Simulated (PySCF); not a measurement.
**C2H4NO (SMILES [CH2]C(N)=O), step by step**

We compute a geometry optimisation (UHF-D3(BJ)/DZVP2), then the harmonic vibrations, then the energy (UCCSD(T)/6-31G), then attachment energies (EOM-CCSD/ANO-pVDZ) of C2H4NO. Input form: a Python script.

The results are computed with PySCF 2.14.0.

## (1) The molecule

C2H4NO: 8 atoms, total charge 0, spin state doublet. As SMILES, `[CH2]C(N)=O`. All atoms were displaced at random from a relaxed shape. The run starts from this shape.

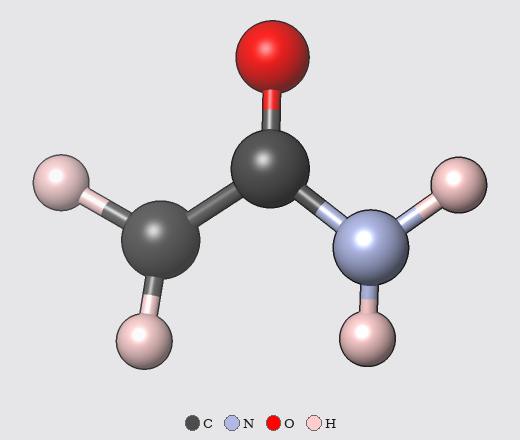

Viewed from a chosen angle; carbon dark grey, nitrogen light blue, oxygen red, hydrogen pink.

## (2) A structure relaxation at UHF-D3(BJ)/DZVP2 (run 1)

File job.py:

```python
# [CH2]C(N)=O
from pyscf import gto
from pyscf.geomopt.geometric_solver import kernel as optimise

molecule = gto.Mole()
molecule.atom = [
    ('C', (-0.173872, 1.092305, -0.169912)),
    ('C', (-0.268476, -0.324884, -0.360121)),
    ('N', (0.704794, -0.984715, 0.349043)),
    ('O', (-1.332911, -0.754271, -0.754195)),
    ('H', (0.658253, 1.654970, 0.243373)),
    ('H', (-1.013522, 1.847730, -0.711954)),
    ('H', (0.349544, -2.061384, 0.429921)),
    ('H', (1.297663, -0.523017, 0.967460)),
]
molecule.basis = 'dzvp2'
molecule.verbose = 3
molecule.spin = 1
molecule.max_memory = 1860
molecule.build()

myscf = molecule.UHF()
myscf.disp = 'd3bj'
converged, mol_eq = optimise(myscf, maxsteps=100)
print('converged:', converged)
print(mol_eq.tostring())

myscf.reset(mol_eq)
molecule = mol_eq
myscf.kernel()
if not myscf.converged:
    myscf = myscf.newton().run(myscf.mo_coeff, myscf.mo_occ)
energy = myscf.e_tot
print(f'total energy: {energy:.8f} hartree')
```

On the command line:

```
$ OMP_NUM_THREADS=1 python job.py
```

The program printed:

```text
maxiter                   100
----------------------------------------------------------
Custom engine selected.
Bonds will be generated from interatomic distances less than 1.20 times sum of covalent radii
24 internal coordinates being used (instead of 24 Cartesians)
Internal coordinate system (atoms numbered from 1):
Distance 1-2
Distance 1-5
Distance 1-6
Distance 2-3
Distance 2-4
Distance 3-7
Distance 3-8
Angle 2-1-6
Angle 5-1-6
Angle 1-2-4
Angle 3-2-4
Angle 2-3-8
Angle 7-3-8
Out-of-Plane 1-2-5-6
Out-of-Plane 2-1-3-4
Out-of-Plane 3-2-7-8
Dihedral 5-1-2-3
Dihedral 5-1-2-4
Dihedral 6-1-2-3
Dihedral 6-1-2-4
Dihedral 1-2-3-7
Dihedral 1-2-3-8
Dihedral 4-2-3-7
Dihedral 4-2-3-8
Translation-X 1-8
Translation-Y 1-8
Translation-Z 1-8
Rotation-A 1-8
Rotation-B 1-8
Rotation-C 1-8
> ===== Optimization Info: ====
> Job type: Energy minimization
> Maximum number of optimization cycles: 100
> Initial / maximum trust radius (Angstrom): 0.100 / 0.300
[... 1 line left out ...]
> Will converge when all 5 criteria are reached:
[... 28 lines left out ...]
Step    0 : Gradient = 8.614e-02/1.475e-01 (rms/max) Energy = -207.3739818897
[... 52 lines left out ...]
converged SCF energy = -207.421053270873  <S^2> = 0.78444359  2S+1 = 2.034152
[... 62 lines left out ...]
converged SCF energy = -207.427438970351  <S^2> = 0.78827119  2S+1 = 2.0379119
[... 62 lines left out ...]
converged SCF energy = -207.427881947753  <S^2> = 0.78895105  2S+1 = 2.038579
[... 62 lines left out ...]
converged SCF energy = -207.427901630966  <S^2> = 0.79008225  2S+1 = 2.0396885
[... 53 lines left out ...]
Converged! =D
[... 1 line left out ...]
converged: True
C          -0.18610270        1.17253589       -0.22127824
C          -0.34949194       -0.27460774       -0.26301245
N           0.66056720       -1.01179681        0.29340757
[... 4 lines of this table left out ...]
H           1.22987176       -0.57785391        0.97824568

converged SCF energy = -207.427902769569  <S^2> = 0.79029167  2S+1 = 2.0398938
total energy: -207.42790277 hartree
```

It took 70 s on 1 thread of Intel Xeon 6975P-C (Granite Rapids), shared host; peak memory 0.17 GiB.

Steps, from the record of the run:

```csv
step,energy from the first frame kept (eV),largest force (eV/Å)
0,0.0000,7.5873
1,-1.0018,2.6971
2,-1.3302,2.1121
3,-1.2809,2.2627
4,-1.3904,1.4848
5,-1.4573,0.3386
6,-1.4546,0.3792
7,-1.4650,0.1927
8,-1.4657,0.0972
9,-1.4667,0.0386
10,-1.4670,0.0436
11,-1.4672,0.0226
12,-1.4672,0.0135
13,-1.4673,0.0057
14,-1.4673,0.0018
```

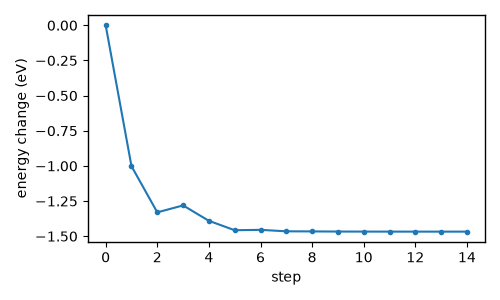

Energy along the run.

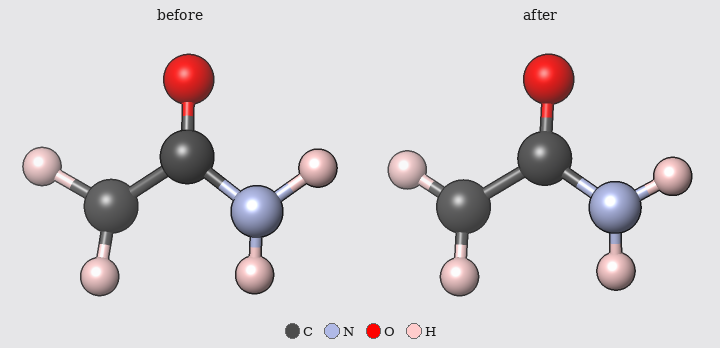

Before and after, at one scale.

After the run. Bond lengths: C1–C2 1.457 Å, C2–N3 1.369 Å, C2–O4 1.208 Å, C1–H5 1.072 Å, C1–H6 1.069 Å, N3–H7 0.993 Å, N3–H8 0.991 Å. Angles: C1–C2–N3 116.1°, C1–C2–O4 121.7°, N3–C2–O4 122.2°, C2–C1–H5 121.5°, C2–C1–H6 117.7°, C2–N3–H7 114.9°, C2–N3–H8 118.0°, H5–C1–H6 120.8°, H7–N3–H8 116.4°.

## (3) The harmonic vibrations at UHF-D3(BJ)/DZVP2 (run 2)

File job.py:

```python
# [CH2]C(N)=O
import numpy
from pyscf import gto, scf, symm
from pyscf.hessian import thermo

system = gto.M(
    atom=[
    ('C', (0.100889, 1.433728, 0.008962)),
    ('C', (-0.062500, -0.013416, -0.032772)),
    ('N', (0.947559, -0.750605, 0.523648)),
    ('O', (-1.019037, -0.528493, -0.559978)),
    ('H', (0.969285, 1.886997, 0.444917)),
    ('H', (-0.668920, 2.033606, -0.428312)),
    ('H', (0.733268, -1.708886, 0.670586)),
    ('H', (1.516864, -0.316662, 1.208486)),
],
    max_memory=1860,
    spin=1,
    verbose=3,
    basis='dzvp2',
)

myscf = scf.UHF(system)
myscf.disp = 'd3bj'
myscf.kernel()
if not myscf.converged:
    myscf = myscf.newton().run(myscf.mo_coeff, myscf.mo_occ)

e_final = myscf.e_tot
print('E(%s) = %.9f' % ('HF', e_final))
hess = myscf.Hessian().kernel()
modes = thermo.harmonic_analysis(system, hess)
print('frequencies (1/cm)', numpy.round(modes['freq_wavenumber'], 1))
symm.geom.TOLERANCE = 1e-3  # for the symmetry number
th = thermo.thermo(myscf, modes['freq_au'], 1200, 101325)
thermo.dump_thermo(system, th)
```

On the command line:

```
$ OMP_NUM_THREADS=1 python job.py
```

The program printed:

```text
converged SCF energy = -207.42790276956  <S^2> = 0.79029167  2S+1 = 2.0398938
E(HF) = -207.427902770

WARN: DFTD3 does not support analytical Hessian, using finite difference

WARN: Mole.unit (angstrom) is changed to Bohr

frequencies (1/cm) [ 313.8  414.4  455.   521.1  566.1  601.   787.9  987.5 1040.8 1236.7
 1460.4 1582.4 1774.2 1879.1 3353.5 3483.2 3873.5 4004.7]
temperature 1200.0000 [K]
pressure 101325.00 [Pa]
Rotational constants [GHz] 11.50473 10.34331 5.46230
Symmetry number 1
Zero-point energy (ZPE) 0.06455 [Eh]   169481.761 [J/mol]
                           tot       elec      trans        rot        vib
Entropy [J/mol/K]       437.000      5.763    188.344    116.603    126.291
Cv [J/mol/K]            134.988      0.000     12.472     12.472    110.045
Cp [J/mol/K]            143.303      0.000     20.786     12.472    110.045
Internal energy [J/mol]                     14966.028  14966.028 249185.450
Internal energy [Eh]   -207.32159  -207.42790
Enthalpy [J/mol]                            24943.380  14966.028 249185.450
Enthalpy [Eh]          -207.31779
Gibbs free energy [J/mol]                  -201068.944 -124956.991  97636.601
Gibbs free energy [Eh] -207.51753
```

It took 46 s on 1 thread of Intel Xeon 6975P-C (Granite Rapids), shared host; peak memory 0.17 GiB.

## (4) The energy at UCCSD(T)/6-31G (run 3)

File job.py:

```python
from pyscf import gto, scf, cc

mol = gto.Mole()
mol.atom = [
    ('C', (-0.186103, 1.172536, -0.221278)),
    ('C', (-0.349492, -0.274608, -0.263012)),
    ('N', (0.660567, -1.011797, 0.293408)),
    ('O', (-1.306029, -0.789685, -0.790218)),
    ('H', (0.682293, 1.625805, 0.214677)),
    ('H', (-0.955912, 1.772414, -0.658552)),
    ('H', (0.446276, -1.970078, 0.440346)),
    ('H', (1.229872, -0.577854, 0.978246)),
]
mol.max_memory = 1860
mol.spin = 1
mol.basis = '6-31g'
mol.verbose = 4
mol.build()

mf = scf.UHF(mol)
mf = mf.newton()
mf.kernel()

mycc = cc.CCSD(mf)
mycc.kernel()
e_t = mycc.ccsd_t()
e_tot = mycc.e_tot + e_t
print('E(%s) = %.9f' % ('CCSD(T)', e_tot))
dip = mf.dip_moment()
pop, q = mf.mulliken_pop()
```

On the command line:

```
$ OMP_NUM_THREADS=1 python job.py
```

The program printed:

```text
PySCF version 2.14.0

[... 66 lines left out ...]
converged SCF energy = -207.25944622773  <S^2> = 0.82612192  2S+1 = 2.0747259
[... 11 lines left out ...]
Init t2, MP2 energy = -0.380646222252809
[... 20 lines left out ...]
UCCSD converged
[... 3 lines left out ...]
Dipole moment(X, Y, Z, Debye):  2.48837,  1.43353,  2.70691
[... 11 lines left out ...]
charge of  7H =      0.35186  (     0.32371      0.32444 )
```

Run time: 9.6 s. Hardware: 1 thread of Intel Xeon 6975P-C (Granite Rapids), shared host; peak memory 0.26 GiB.

## (5) Attachment energies at EOM-CCSD/ANO-pVDZ (root kind ea) (run 4)

File job.py:

```python
import numpy
from pyscf import gto, scf, cc

mol = gto.M(
    atom='''
C       -0.186103       1.172536      -0.221278
C       -0.349492      -0.274608      -0.263012
N        0.660567      -1.011797       0.293408
O       -1.306029      -0.789685      -0.790218
H        0.682293       1.625805       0.214677
H       -0.955912       1.772414      -0.658552
H        0.446276      -1.970078       0.440346
H        1.229872      -0.577854       0.978246
''',
    basis='ano-pvdz',
    charge=0,
    verbose=4,
    max_memory=1860,
    spin=1,
)

myscf = scf.UHF(mol)
myscf.max_cycle = 100
myscf.kernel()
if not myscf.converged:
    myscf = myscf.newton().run(myscf.mo_coeff, myscf.mo_occ)

mycc = cc.CCSD(myscf, frozen=4)
mycc.kernel()
e_tot = mycc.e_tot
print('E(%s) = %.9f' % ('EOM-CCSD', e_tot))

e, vec = mycc.eaccsd(nroots=4)
roots = numpy.atleast_1d(e) * 27.211386
print('EOM-EA-CCSD roots (eV)')
for i, w in enumerate(roots, 1):
    print('%3d %10.4f' % (i, w))
```

On the command line:

```
$ OMP_NUM_THREADS=1 python job.py
```

The program printed:

```text
PySCF version 2.14.0

[... 112 lines left out ...]
converged SCF energy = -207.42979274211  <S^2> = 0.7879804  2S+1 = 2.0376265
[... 12 lines left out ...]
Init t2, MP2 energy = -0.617310165219324
[... 20 lines left out ...]
UCCSD converged
[... 3 lines left out ...]
******** <class 'pyscf.cc.eom_uccsd.EOMEA'> ********
max_space = 20
max_cycle = 50
conv_tol = 1e-07
partition = None
EOM-CCSD root 0 E = -0.01064339294910132  qpwt = 0.936901  conv = True
EOM-CCSD root 1 E = 0.1717587596185648  qpwt = 0.944302  conv = True
EOM-CCSD root 2 E = 0.1930850246966358  qpwt = 0.924702  conv = True
EOM-CCSD root 3 E = 0.2234375663378013  qpwt = 0.957423  conv = True
EOM-EA-CCSD roots (eV)
  1    -0.2896
  2     4.6738
  3     5.2541
  4     6.0800
```

It took 2.1 min on 1 thread of Intel Xeon 6975P-C (Granite Rapids), shared host; peak memory 1.2 GiB.

## (6) Summary of results

| quantity | value |
| --- | --- |
| run 1, UHF-D3(BJ)/DZVP2: total energy at the end | -207.42790 Eh |
| run 1, UHF-D3(BJ)/DZVP2: dipole moment | 3.98 D |
| run 1, UHF-D3(BJ)/DZVP2: HOMO energy (highest over α and β) | -10.94 eV |
| run 1, UHF-D3(BJ)/DZVP2: LUMO energy (lowest over α and β) | 1.51 eV |
| run 1, UHF-D3(BJ)/DZVP2: dispersion energy | -108.94 kJ/mol |
| run 1, UHF-D3(BJ)/DZVP2: ⟨S²⟩ | 0.790 |
| run 2, UHF-D3(BJ)/DZVP2: lowest harmonic wavenumber | 314 cm⁻¹ |
| run 2, UHF-D3(BJ)/DZVP2: highest harmonic wavenumber | 4005 cm⁻¹ |
| run 2, UHF-D3(BJ)/DZVP2: zero-point energy | 169.5 kJ/mol |
| run 2, UHF-D3(BJ)/DZVP2: ideal-gas entropy at 1200 K (symmetry number 1 as used) | 104.4 cal/(mol K) |
| run 3, UCCSD(T)/6-31G: total energy | -207.67947 Eh |
| run 3, UCCSD(T)/6-31G: dipole moment (Hartree–Fock density) | 3.95 D |
| run 3, UCCSD(T)/6-31G: HOMO energy (Hartree–Fock orbitals) (highest over α and β) | -10.56 eV |
| run 3, UCCSD(T)/6-31G: LUMO energy (Hartree–Fock orbitals) (lowest over α and β) | 2.10 eV |
| run 3, UCCSD(T)/6-31G: correlation energy | -420.0 mEh |
| run 3, UCCSD(T)/6-31G: (T) correction | -10.69 mEh |
| run 3, UCCSD(T)/6-31G: ⟨S²⟩ of the reference determinant | 0.826 |
| run 3, UCCSD(T)/6-31G: T1 diagnostic | 0.019 |
| run 4, EOM-CCSD/ANO-pVDZ: ground-state or mean-field energy | -208.07605 Eh |
| run 4, EOM-CCSD/ANO-pVDZ: dipole moment (Hartree–Fock density) | 3.95 D |
| run 4, EOM-CCSD/ANO-pVDZ: HOMO energy (Hartree–Fock orbitals) (highest over α and β) | -10.93 eV |
| run 4, EOM-CCSD/ANO-pVDZ: LUMO energy (Hartree–Fock orbitals) (lowest over α and β) | 1.88 eV |
| run 4, EOM-CCSD/ANO-pVDZ: correlation energy (4 core orbitals frozen) | -646.3 mEh |
| run 4, EOM-CCSD/ANO-pVDZ: ⟨S²⟩ of the reference determinant | 0.788 |
| run 4, EOM-CCSD/ANO-pVDZ: T1 diagnostic | 0.017 |
| run 4, EOM-CCSD/ANO-pVDZ: lowest attachment energy, E(N+1) − E(N) | -0.29 eV |

What this shows: The optimisation (run 1, UHF-D3(BJ)/DZVP2) took 14 steps and changed the energy by -1.467 eV. All 18 modes (run 2, UHF-D3(BJ)/DZVP2) are real, so the shape is a minimum at this level. Mulliken charges (run 2, UHF-D3(BJ)/DZVP2) run from -0.46 on O4 to +0.46 on C2; they depend strongly on the basis. The triples (run 3, UCCSD(T)/6-31G) make up 2.5 % of the correlation energy. Mulliken charges (run 4, EOM-CCSD/ANO-pVDZ) of the mean-field density run from -0.48 on O4 to +0.52 on C2; they depend strongly on the basis.
